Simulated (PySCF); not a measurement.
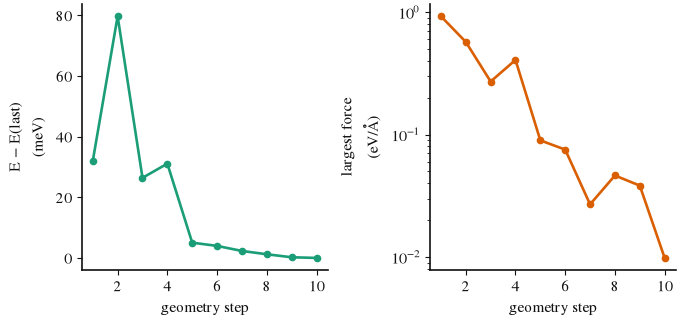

History of a geometry optimisation. C$_{3}$H$_{3}$FO$_{2}$ (SMILES C=C(F)C(=O)O); PBE0-D3(BJ)/def2-SVP, geometry optimisation in PySCF 2.14.0, density fitting.

The optimisation met its thresholds at geometry 10, counting the start as the first. The energy fell by about 32 meV from the first step to the last, with a rise at steps 2 and 4. The largest force goes from about 0.92 eV/Å at the start to 0.01 eV/Å at the end.
